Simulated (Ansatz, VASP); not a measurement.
# SnH2 in two plane-wave programs

Aim: how closely do two programs agree when they are given the same cell, functional and k mesh? The cell is generated by rule, not measured, and may not be a known phase. The cell is taken from a series of VASP runs on this material, whose earlier steps may have relaxed, scaled or displaced it; both programs get it as it stands. Valence electrons are named where the data sets of a main pair hold unlike numbers.

Program: Ansatz 0.2.0. Level of theory: plane waves, with VASP 6.6.1 beside it; band structure at PBEsol, spin-orbit coupling. Results are calculated unless marked as measured.

The structure was built from a prototype and need not be the compound's stable phase.

## Step 1: The starting structure

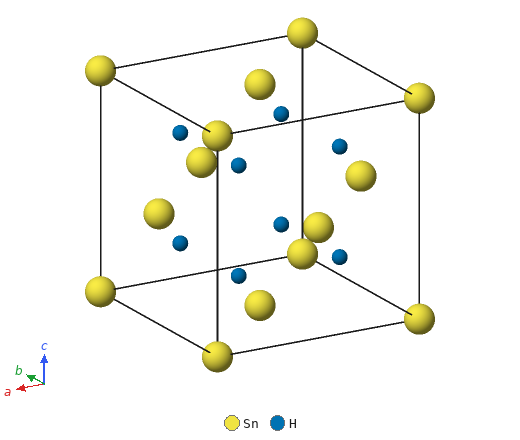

Start, viewed from a free direction; tin yellow, hydrogen blue. This picture shows the conventional cell, with its axes. Some periodic images of atoms are drawn too.

As a file:

```cif
data_structure
_symmetry_space_group_name_H-M 'Fm-3m'
_symmetry_Int_Tables_number 225
_cell_length_a 5.6442
_cell_length_b 5.6442
_cell_length_c 5.6442
_cell_angle_alpha 90.000
_cell_angle_beta 90.000
_cell_angle_gamma 90.000
_cell_volume 179.81
loop_
_atom_site_label
_atom_site_type_symbol
_atom_site_symmetry_multiplicity
_atom_site_Wyckoff_symbol
_atom_site_fract_x
_atom_site_fract_y
_atom_site_fract_z
_atom_site_occupancy
Sn1 Sn 4 a 0.00000 0.00000 0.00000 1
H1 H 8 c 0.25000 0.75000 0.75000 1
```

## Step 2: Ansatz: band structure, PBEsol, spin-orbit coupling

Ansatz runs on its fully relativistic PAW (standard-fr) files.

A single point gives forces, pressure and levels at one fixed geometry, so differences don't come from the geometry; what else differs is listed under the comparison.

Contents of input.yaml:

```yaml
crystal:
  lattice:
    - [0.0, 2.82209, 2.82209]
    - [2.82209, 0.0, 2.82209]
    - [2.82209, 2.82209, 0.0]
  atoms:
    - { symbol: Sn, position: [0.0, 0.0, 0.0] }
    - { symbol: H, position: [0.25, 0.25, 0.25] }
    - { symbol: H, position: [0.75, 0.75, 0.75] }
hamiltonian:
  xc: pbesol
  pseudopotentials: { kind: paw_fr }
magnetization:
  noncollinear: true
  spin_orbit: true
kpoints:
  mp_grid: { grid: [8, 8, 8] }
  band_path:
    path:
      - [0.0, 0.0, 0.0]
      - [0.16667, 0.0, 0.16667]
      - [0.33333, 0.0, 0.33333]
      - [0.5, 0.0, 0.5]
      - [0.5, 0.08333, 0.58333]
      - [0.5, 0.18333, 0.68333]
      - [0.5, 0.25, 0.75]
      - [0.45, 0.3, 0.75]
      - [0.40833, 0.34167, 0.75]
      - [0.35, 0.35, 0.7]
      - [0.225, 0.225, 0.45]
      - [0.075, 0.075, 0.15]
      - [0.03333, 0.03333, 0.03333]
      - [0.23333, 0.23333, 0.23333]
      - [0.4, 0.4, 0.4]
      - [0.51667, 0.46667, 0.51667]
      - [0.55833, 0.38333, 0.55833]
      - [0.60833, 0.28333, 0.60833]
      - [0.60833, 0.25, 0.64167]
      - [0.55833, 0.25, 0.69167]
      - [0.51667, 0.25, 0.73333]
      - [0.5, 0.3, 0.7]
      - [0.5, 0.38333, 0.61667]
      - [0.5, 0.48333, 0.51667]
      - [0.475, 0.475, 0.55]
      - [0.425, 0.425, 0.65]
      - [0.38333, 0.38333, 0.73333]
      - [0.59167, 0.18333, 0.59167]
      - [0.55, 0.1, 0.55]
      - [0.5, 0.0, 0.5]
    npoints: 1
scf:
  occupations: { method: gaussian, width: 0.02 }
  n_extra_bands: 14
output:
  forces: true
  stress: true
  eigenvalues: true
  write_density: true
  write_potential: true
  elf: true
  volumetric_format: npy
```

Started as:

```console
ansatz run input.yaml --threads 2 --pin off --max-ram 4608MiB --backend cpu --events-out ev --progress --plain --runs-dir out
```

Numbers of over 12 decimals in the logs are rounded to 6 here.

Output:

```text
scf.n_extra_bands = 14 over 16 filled bands (N_el = 16.0): the run solves 30 bands
Engine: ansatz 0.2.0, x86_64-unknown-linux-gnu
Pseudopotentials: kind: paw_fr
Pseudopotential: Sn, paw_fr, valence charge 14, recommended cutoff 420 eV (normal), Sn.paw.azcp#standard-fr
Pseudopotential: H, paw_fr, valence charge 1, recommended cutoff 420 eV (normal), H.paw.azcp#standard-fr
Functional definition: PBEsol
  exchange = pbesol_x
  correlation = pbesol_c
non-collinear run that drives no moment, with spin-orbit: no starting moment large enough to seed its density (crystal.atoms[].spin), no starting occupations that ask for one, no magnetisation constraint and no magnetic field, so the semilocal B_xc is pinned to zero
Crystal: 3 atoms, lattice volume = 44.951 Å³
Basis set: ecut = 420 eV, 893 PW (Γ), exchange–correlation on 54×54×54 points (8 copies of the dense FFT grid, shifted against one another)
Bands: 30, of which v1, the nominal top of the filled ones, is band 16 counted from 1 (15 counted from 0)
Symmetry: 48 space group operations + 48 with time reversal
Magnetic group: BNS 225.117 (UNI 1619), of the structure as read, at distance tolerance 3.6e-5 Å
k-points: 29 of 512
Projection manifold: j_resolved (fully-relativistic pseudo-atomic orbitals)
Non-local potential: Sn, projectors of the file, l = 0: 2, l = 1: 4, l = 2: 4, l = 3: 4
Non-local potential: H, projectors of the file, l = 0: 2, l = 1: 2
PAW form: soft (Blöchl's): semilocal exchange-correlation on the pseudo side does not see the compensation charge
PAW frozen core: Sn, regenerated for the run's functional, and the local potential with it (the file was generated under x = pbe(κ = 0.804, μ = 0.219515), c = pbe(β = 0.066725))
PAW one-centre angular grid: Sn, 590 points (default); XC on 64 Gauss nodes
PAW one-centre angular grid: H, 110 points (default); XC on 64 Gauss nodes
Initial density: superposition of atomic densities (chi_scale 0.1, normalization cell, long waves kept (reshape's long-wave potential 0.00 eV rms))
Initial wavefunctions: pseudopotential atomic-orbital guess
Functional: x = pbesol(κ = 0.804, μ = 0.123457), c = pbesol(β = 0.046)
SCF iter   1: F=—  HF=-5981.870282 eV  |F-HF|=—  |Δ(HF+E_count)|=         —  Δρ=4.15e-2  dr2=1.01e0  dr2_m=0.00e0 (ungated)  ethr=3.10e-3  |M|=0.00e0 ∫|m|=0.00e0 μB  |m|>n=0.0e0 m-floor=0.0e0 τ_xc=0.0e0  β_m=0.30  ⟨swp⟩=7.5  Hψ=2473  notcnv=0  defer=38
preconditioner: auto → none  [insulator: Δε(μ)=0.107 eV  Ē_g=21.849 eV  σ=0.020 eV  W_gap=0.65  n_scr=14 (ndim 8)  ℏωp=22.2 eV  f_vac=0.000  D(μ)=4.93/eV (n_scr^D=64)  ε∞_Penn≈2.0]
SCF iter   2: F=—  HF=-5981.591447 eV  |F-HF|=—  |Δ(HF+E_count)|=   2.79e-1  Δρ=2.03e-2  dr2=2.54e-1  dr2_m=0.00e0 (ungated)  ethr=3.10e-3  |M|=0.00e0 ∫|m|=0.00e0 μB  |m|>n=0.0e0 m-floor=0.0e0 τ_xc=0.0e0  β_m=0.45  ⟨swp⟩=2.0  Hψ=647  notcnv=0  defer=216
SCF iter   3: F=—  HF=-5981.518919 eV  |F-HF|=—  |Δ(HF+E_count)|=   7.25e-2  Δρ=4.10e-3  dr2=4.32e-3  dr2_m=0.00e0 (ungated)  ethr=1.59e-3  |M|=0.00e0 ∫|m|=0.00e0 μB  |m|>n=0.0e0 m-floor=0.0e0 τ_xc=0.0e0  β_m=0.60  ⟨swp⟩=2.1  Hψ=481  notcnv=0  defer=216
SCF iter   4: F=—  HF=-5981.519094 eV  |F-HF|=—  |Δ(HF+E_count)|=   1.75e-4  Δρ=1.16e-3  dr2=8.78e-4  dr2_m=0.00e0 (ungated)  ethr=2.70e-5  |M|=0.00e0 ∫|m|=0.00e0 μB  |m|>n=0.0e0 m-floor=0.0e0 τ_xc=0.0e0  β_m=0.68  ⟨swp⟩=2.8  Hψ=752  notcnv=0  defer=216
SCF iter   5: F=—  HF=-5981.518991 eV  |F-HF|=—  |Δ(HF+E_count)|=   1.02e-4  Δρ=1.84e-4  dr2=2.22e-5  dr2_m=0.00e0 (ungated)  ethr=5.49e-6  |M|=0.00e0 ∫|m|=0.00e0 μB  |m|>n=0.0e0 m-floor=0.0e0 τ_xc=0.0e0  β_m=0.74  ⟨swp⟩=2.0  Hψ=393  notcnv=0  defer=216
SCF iter   6: F=—  HF=-5981.518993 eV  |F-HF|=—  |Δ(HF+E_count)|=   1.23e-6  Δρ=4.98e-5  dr2=1.32e-6  dr2_m=0.00e0 (ungated)  ethr=1.39e-7  |M|=0.00e0 ∫|m|=0.00e0 μB  |m|>n=0.0e0 m-floor=0.0e0 τ_xc=0.0e0  β_m=0.87  ⟨swp⟩=1.9  Hψ=422  notcnv=0  defer=216
SCF iter   7: F=-5981.518993 eV  HF=-5981.518993 eV  |F-HF|=1.43e-9  |Δ(HF+E_count)|=   1.75e-7  Δρ=3.84e-6  dr2=4.28e-9  dr2_m=0.00e0 (ungated)  ethr=6.25e-10  |M|=0.00e0 ∫|m|=0.00e0 μB  |m|>n=0.0e0 m-floor=0.0e0 τ_xc=0.0e0  ⟨swp⟩=15.3  Hψ=3260  notcnv=0
SCF 1 converged in 7 iterations: F = -5981.518993 eV  dr2 = 4.28e-9
  greatest PAW one-centre occupation: 0.992 electrons in one spin orbital (limit 2), on the Sn atom at site 0 (counted from 0), in its partial waves of l = 2
NSCF: frozen V_eff on 30 k-points
SCF converged after 7 iterations
Magnetization: |M| = 0.0000 μB,  M = (+0.0000, +0.0000, +0.0000) μB
Absolute magnetization: 0.0000 μB (∫|m|)
  site 0: m = (+0.0000, +0.0000, +0.0000) μB, |m| = 0.0000 μB  (R = 1.01 Å)
  site 1: m = (+0.0000, +0.0000, +0.0000) μB, |m| = 0.0000 μB  (R = 1.01 Å)
  site 2: m = (+0.0000, +0.0000, +0.0000) μB, |m| = 0.0000 μB  (R = 1.01 Å)
Free energy (F): -5981.518993 eV
Harris-Foulkes:  -5981.518993 eV  (|F-HF|=1.43e-9)
Internal energy: -5981.517970 eV  (E = F + TS)
E sigma→0 (E₀):  -5981.518481 eV
Entropy (-TS):   -0.001023 eV (-0.341 meV/atom)
Fermi energy:    5.975398 eV
--- Per-component energies (eV) ---
  E_band       = -148.996573
  E_kinetic    = 207.815675
  E_local      = -1104.903100  (includes V_loc(G=0)·N_el)
  E_nonlocal   = -28.677221
  E_hartree    = 622.274863
  E_xc         = -395.587535
  E_vxc        = -117.552938  (∫ρ·V_xc dr)
  E_paw        = -4064.650230  (= ΣΔE_a)
  E_vpaw       = -350.226680  (= ΣTr[D̂ρ^β])
  E_aug_tail   = -0.002089  (compensation charges beyond the density's cutoff)
  E_ewald      = -1218.076469
  E_core_change = 0.288137  (= ΣΔE_core)
  E_smearing   = -0.001023  (= −TS)
  E_closure    = -0.000000  (closes the sum)
  Σ components = -5981.518993   (vs F -5981.518993, Δ=0.00e0)
--- Forces (eV/Å), atoms counted from 1 ---
  atom   1  Sn     0.00000000    -0.00000000     0.00000000
  atom   2  H     -0.00000000     0.00000000    -0.00000000
  atom   3  H      0.00000000    -0.00000000     0.00000000
  max |Σ_I F_I| component: 1.01e-18 eV/Å
--- Stress (GPa, compression-positive) ---
       -7.138968       0.000000       0.000000
        0.000000      -7.138968      -0.000000
       -0.000000       0.000000      -7.138968
  P = ⅓ Tr σ = -7.1390 GPa (-71.390 kbar)
--- Band table (eV; the first three rows and the last of 29) ---
  k-point 0: bands = [... 12 lower, 5.3958, 5.3958, 9.0648, 9.0648, 9.4945, 9.4945, 9.9115, 9.9115, ... 10 higher]
  k-point 1: bands = [... 12 lower, 5.0734, 5.0734, 7.4279, 7.4279, 9.1060, 9.1060, 9.6378, 9.6378, ... 10 higher]
  k-point 2: bands = [... 12 lower, 3.5721, 3.5721, 6.3252, 6.3252, 8.6551, 8.6551, 9.1555, 9.1555, ... 10 higher]
  k-point 28: bands = [... 12 lower, 1.3768, 1.3768, 1.4890, 1.4890, 5.4103, 5.4103, 10.4345, 10.4345, ... 10 higher]
```

Elapsed: 4.9 s, on 2 threads of Intel Xeon Platinum 8488C (Sapphire Rapids), shared host; peak memory 0.48 GiB.

## Step 3: VASP: band structure, PBEsol, spin-orbit coupling

The same cell, functional, mesh and smearing now go to VASP, with its own data sets.

Lines of VASP's logs that name or quote its potential files are left out, and so is its time.

Contents of INCAR:

```
SYSTEM = SnH2
PREC = Accurate
ENCUT = 400
EDIFF = 1E-06
NELM = 100
ISMEAR = 0
SIGMA = 0.02
LREAL = .FALSE.
ALGO = Normal
GGA = PS
LNONCOLLINEAR = .TRUE.
MAGMOM = 0 0 0 0 0 0 0 0 0
NBANDS = 28
GGA_COMPAT = .FALSE.
LASPH = .TRUE.
LSORBIT = .TRUE.
LORBIT = 11
LWAVE = .FALSE.
LCHARG = .FALSE.
KPAR = 4
ISIF = 2
```

Contents of POSCAR:

```
SnH2
1.0
    0.0000000000      2.8220900000      2.8220900000
    2.8220900000      0.0000000000      2.8220900000
    2.8220900000      2.8220900000      0.0000000000
Sn H
1 2
Direct
    0.0000000000      0.0000000000      0.0000000000
    0.2500000000      0.2500000000      0.2500000000
    0.7500000000      0.7500000000      0.7500000000
```

Contents of KPOINTS:

```
Automatic mesh
0
Gamma
8 8 8
0 0 0
```

Contents of KPOINTS_OPT:

```
Line mode
16
Line-mode
Reciprocal
  0.00000000   0.00000000   0.00000000 GAMMA
  0.50000000   0.00000000   0.50000000 X

  0.50000000   0.00000000   0.50000000 X
  0.50000000   0.25000000   0.75000000 W

  0.50000000   0.25000000   0.75000000 W
  0.37500000   0.37500000   0.75000000 K

  0.37500000   0.37500000   0.75000000 K
  0.00000000   0.00000000   0.00000000 GAMMA

  0.00000000   0.00000000   0.00000000 GAMMA
  0.50000000   0.50000000   0.50000000 L

  0.50000000   0.50000000   0.50000000 L
  0.62500000   0.25000000   0.62500000 U

  0.62500000   0.25000000   0.62500000 U
  0.50000000   0.25000000   0.75000000 W

  0.50000000   0.25000000   0.75000000 W
  0.50000000   0.50000000   0.50000000 L

  0.50000000   0.50000000   0.50000000 L
  0.37500000   0.37500000   0.75000000 K

  0.62500000   0.25000000   0.62500000 U
  0.50000000   0.00000000   0.50000000 X
```

The projector-augmented-wave data sets are Sn_d and H (PBE family, release 64).

Started as:

```console
mpirun -np 4 vasp_ncl
```

Output:

```text
[banner, memory and clock lines left out]
running    4 mpi-ranks, on    1 nodes
 distrk:  each k-point on    1 cores,    4 groups
 distr:  one band on    1 cores,    1 groups

 POSCAR found type information on POSCAR SnH
 POSCAR found :  2 types and       3 ions
|                                                                             |
|               ----> ADVICE to this user running VASP <----                  |
|                                                                             |
|     You enforced a specific xc type in the INCAR file but a different       |
|     [... a line on the potential file left out ...]
|     I HOPE YOU KNOW WHAT YOU ARE DOING!                                     |
|                                                                             |

 LDA part: xc-table for (Slater+PW92), standard interpolation
 POSCAR, INCAR and KPOINTS ok, starting setup
 FFT: planning ... GRIDC
 FFT: planning ... GRID_SOFT
 FFT: planning ... GRID
 WAVECAR not read
 entering main loop
       N       E                     dE             d eps       ncg     rms          rms(c)
DAV:   1     0.120886427406E+03    0.12089E+03   -0.64526E+03  1644   0.126E+03
DAV:   2     0.629078988415E+01   -0.11460E+03   -0.10931E+03  1632   0.363E+02
DAV:   3    -0.900267778032E+01   -0.15293E+02   -0.15068E+02  1980   0.120E+02
DAV:   4    -0.959892858182E+01   -0.59625E+00   -0.59501E+00  1880   0.259E+01
DAV:   5    -0.961891447667E+01   -0.19986E-01   -0.19985E-01  2352   0.451E+00    0.306E+00
DAV:   6    -0.930035706481E+01    0.31856E+00   -0.15596E-01  2088   0.488E+00    0.141E+00
DAV:   7    -0.925042506444E+01    0.49932E-01   -0.18162E-01  1956   0.288E+00    0.496E-01
DAV:   8    -0.925068399076E+01   -0.25893E-03   -0.18460E-02  1856   0.127E+00    0.289E-01
DAV:   9    -0.925209485823E+01   -0.14109E-02   -0.27072E-03  2156   0.691E-01    0.102E-01
DAV:  10    -0.925188440506E+01    0.21045E-03   -0.11879E-03  2056   0.445E-01    0.449E-02
DAV:  11    -0.925184370350E+01    0.40702E-04   -0.16685E-04  2096   0.119E-01    0.111E-02
DAV:  12    -0.925184973324E+01   -0.60297E-05   -0.24533E-05  1740   0.315E-02    0.842E-03
DAV:  13    -0.925184979521E+01   -0.61972E-07   -0.18118E-06  1540   0.102E-02
   1 F= -.92518498E+01 E0= -.92513385E+01  d E =-.102266E-02  mag=     0.0000     0.0000    -0.0000
 Start KPOINTS_OPT (optional k-point list driver)
k-point batch [1-29\160]
       N       E                     dE             ncg
DAV:   1    -0.134496492361E+04   -0.11093E+05     1668
DAV:   2    -0.463005951621E+04   -0.32851E+04     1660
DAV:   3    -0.507302221101E+04   -0.44296E+03     2044
DAV:   4    -0.508911400257E+04   -0.16092E+02     1888
DAV:   5    -0.508964763761E+04   -0.53364E+00     2436
DAV:   6    -0.508965348710E+04   -0.58495E-02     1944
DAV:   7    -0.508965368550E+04   -0.19839E-03     2492
DAV:   8    -0.508965368797E+04   -0.24768E-05     1652
DAV:   9    -0.508965368810E+04   -0.13250E-06     1288
[...]
k-point batch [146-160\160]
       N       E                     dE             ncg
DAV:   1     0.559855677114E+04   -0.81483E+04      860
DAV:   2     0.390898294950E+04   -0.16896E+04      888
DAV:   3     0.369089393428E+04   -0.21809E+03     1064
DAV:   4     0.368327261842E+04   -0.76213E+01      940
DAV:   5     0.368301962824E+04   -0.25299E+00     1312
DAV:   6     0.368301784336E+04   -0.17849E-02      964
DAV:   7     0.368301776141E+04   -0.81949E-04     1320
DAV:   8     0.368301776055E+04   -0.86681E-06      780
```

(Continued in part 2 of 2.)

[Lines on the potential files, build, host, timing and source positions are cut from VASP's logs without a mark.]

[Logs are printed without paths, hosts, clocks, repeated set-up lines and the standing remarks that a program may print on its own settings, such as how far it seeks lower states.]

[Hosts, paths, dates, database ids (printed as entryN), source tags and the programs' standing remarks are cut or masked in the printed files.]
